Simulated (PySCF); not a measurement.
**C₇H₈, SMILES `Cc1ccccc1`: what the electrons do**

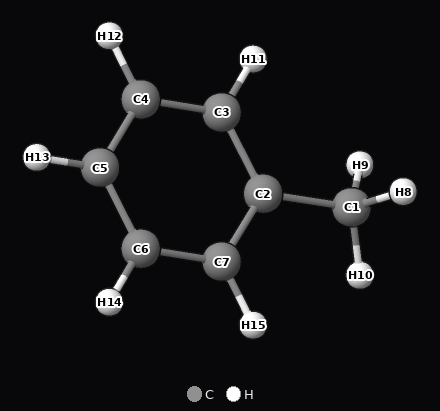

The molecule, with its atoms numbered as below. No frequency check shows the geometry to be a minimum.

Geometry (Å), atoms numbered from 1:

```
C1      -2.4026   -0.0006   -0.0050
C2      -0.9036    0.0001    0.0101
C3      -0.1946    1.1946    0.0057
C4       1.1888    1.1964   -0.0014
C5       1.8851    0.0001   -0.0047
C6       1.1890   -1.1963   -0.0016
C7      -0.1945   -1.1947    0.0056
H8      -2.7638    0.0029   -1.0342
H9      -2.7962    0.8852    0.4894
H10     -2.7961   -0.8857    0.4893
H11     -0.7328    2.1322    0.0096
H12      1.7252    2.1344   -0.0032
H13      2.9651    0.0001   -0.0083
H14      1.7255   -2.1342   -0.0035
H15     -0.7326   -2.1324    0.0094
```

### 1. Bonding charge

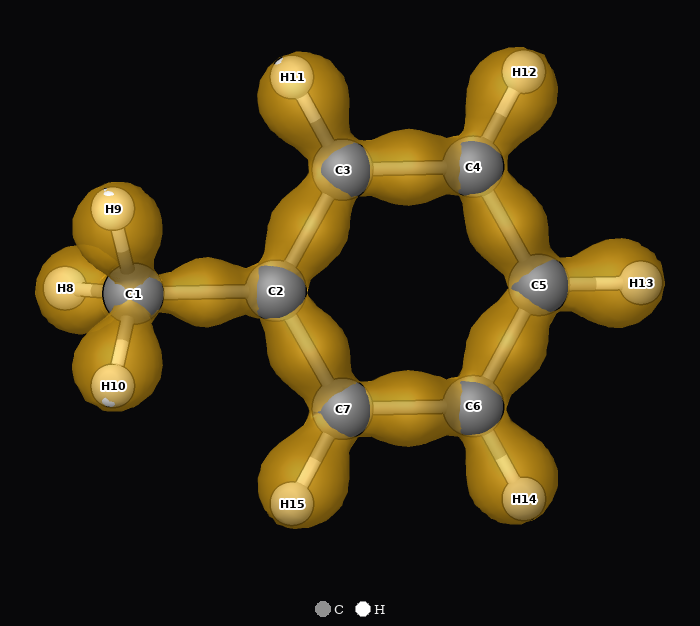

Deformation density (molecule less spherical, spin-averaged free atoms at the same positions), surfaces at ±0.2 e/Å³; yellow: gain, teal: loss.

Computed with PySCF, PBE0/def2-SVPD, geometry: GFN2-xTB.

Question: How much density has each bond gained at its critical point, relative to the free atoms?

Answer: C4–H12 and C6–H14: +0.72 e/Å³ at the bond critical point (bond length 1.08 Å). C5–H13: +0.72 e/Å³ at the bond critical point (bond length 1.08 Å). C7–H15 and C3–H11: +0.71 e/Å³ at the bond critical point (bond length 1.08 Å). C1–H10 and C1–H9: +0.68 e/Å³ at the bond critical point (bond length 1.09 Å). C1–H8: +0.66 e/Å³ at the bond critical point (bond length 1.09 Å). C3–C4 and C6–C7: +0.63 e/Å³ at the bond critical point (bond length 1.38 Å). C5–C6 and C4–C5: +0.63 e/Å³ at the bond critical point (bond length 1.38 Å). C2–C3 and C2–C7: +0.63 e/Å³ at the bond critical point (bond length 1.39 Å). C1–C2: +0.47 e/Å³ at the bond critical point (bond length 1.50 Å). In all, 3.4 electrons gather in the regions of gain relative to the promolecule.

Question: Where do the Hirshfeld charges lie?

Answer: The highest Hirshfeld charge is on H12 and H14 (+0.05 e), the lowest on C1 (−0.11 e).

### 2. Bond critical points

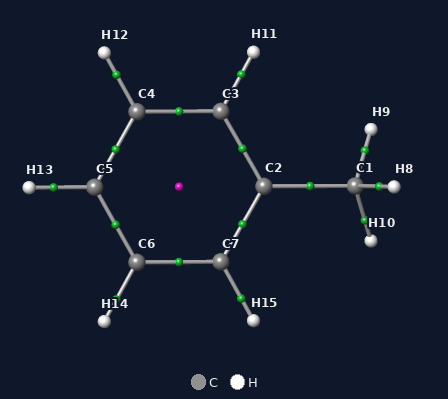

Molecular graph of the electron density (QTAIM): bond paths, bond critical points (green), ring points (magenta, if any); weak paths are dashed.

Question: How many critical points of each kind are there, and does the count close?

Answer: 15 nuclei, 15 bond, 1 ring and 0 cage critical points: 15 − 15 + 1 − 0 = 1, as the Poincaré–Hopf relation requires.

Question: Tabulate density, Laplacian, ellipticity and energy density at the bond critical points (atomic units).

Answer:
```
            bond  length (Å)  ρ (a.u.)  ∇²ρ (a.u.)     ε  H (a.u.)
 C3–C4 (2 alike)       1.383     0.313       −0.80  0.21    −0.303
 C5–C6 (2 alike)       1.384     0.312       −0.80  0.21    −0.302
 C2–C3 (2 alike)       1.389     0.310       −0.79  0.21    −0.298
C4–H12 (2 alike)       1.080     0.284       −1.07  0.01    −0.310
          C5–H13       1.080     0.284       −1.07  0.01    −0.310
C7–H15 (2 alike)       1.081     0.283       −1.06  0.01    −0.308
C1–H10 (2 alike)       1.087     0.277       −1.01  0.01    −0.298
           C1–H8       1.091     0.274       −0.99  0.01    −0.292
           C1–C2       1.499     0.255       −0.60  0.03    −0.209
```

Question: What kind of interaction is C5–H13?

Answer: Shared-shell (covalent): ρ = 0.284, ∇²ρ = −1.07, H = −0.310 a.u.

### 3. Local ionisation energy

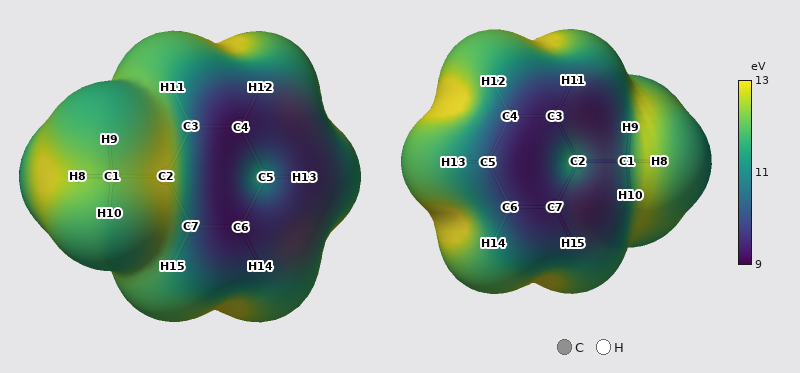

Average local ionisation energy on the surface of electron density 0.001 a.u. (back view left, front view right).

Question: Locate the minima of the map.

Answer: The lowest value is 9.2 eV, over C3, off the plane of its three bonds (2.0 Å), and at like points elsewhere. For comparison, the highest occupied orbital lies at −7.0 eV.

### 4. In an electric field

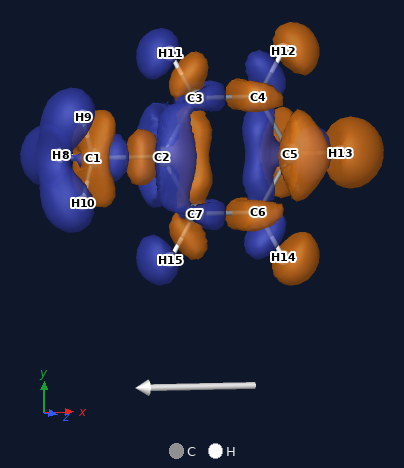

Change of the electron density in a uniform field of 0.51 V/Å along −x (arrow), surfaces at ±0.005 e/Å³ (orange: gain, blue: loss).

Computed with PySCF, BLYP/6-311+G**, geometry: GFN2-xTB. The basis has diffuse s and p functions alone, which still leaves polarisabilities too small, most of all across bonds.

The field was applied in both directions; the picture shows the one opposite to the script's first.

Question: How large is the response?

Answer: The induced dipole is 2.60 D (along the field); α along this axis, from the fields in both directions, is 102 bohr³ (15.1 Å³).

### 5. Removing or adding an electron

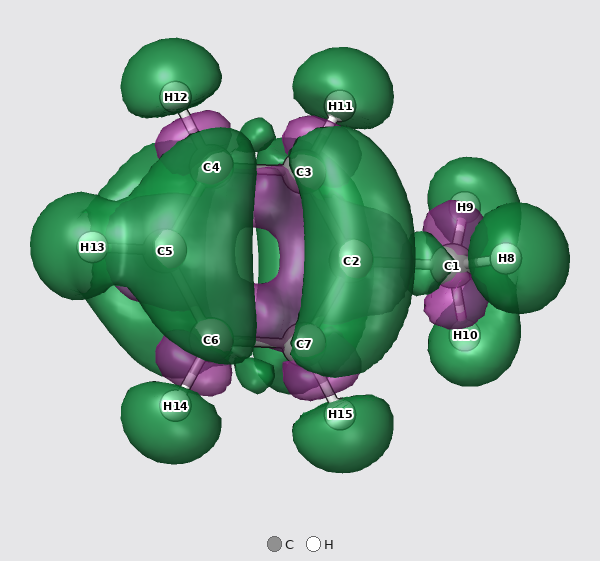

Fukui function f⁻ = ρ(N) − ρ(N−1) at fixed geometry, surfaces at ±0.01 e/Å³ (green positive, purple negative).

Method: B3LYP/6-31+G*; geometry: GFN2-xTB; program: PySCF.

Question: Which atoms respond most to the removal of an electron?

Answer: f⁻ (Hirshfeld-condensed) is largest on C5 (0.15) and C2 (0.13); the vertical ionisation energy is 8.78 eV (the stability of the cation's solution wasn't checked). Condensed values hint at sites of electrophilic attack but needn't mark the atom that reacts. Shares this close don't rank the sites. Orbital relaxation makes it negative in places (0.21 e in all).

| atom | f⁻ | charge |
| --- | --- | --- |
| C1 | +0.04 | −0.09 |
| C2 | +0.13 | −0.01 |
| C3 | +0.08 | −0.05 |
| C4 | +0.08 | −0.05 |
| C5 | +0.15 | −0.05 |
| C6 | +0.08 | −0.05 |
| C7 | +0.08 | −0.05 |
| H8 | +0.05 | +0.04 |
| H9 | +0.04 | +0.04 |
| H10 | +0.04 | +0.04 |
| H11 | +0.04 | +0.04 |
| H12 | +0.04 | +0.05 |
| H13 | +0.06 | +0.05 |
| H14 | +0.04 | +0.05 |
| H15 | +0.04 | +0.04 |
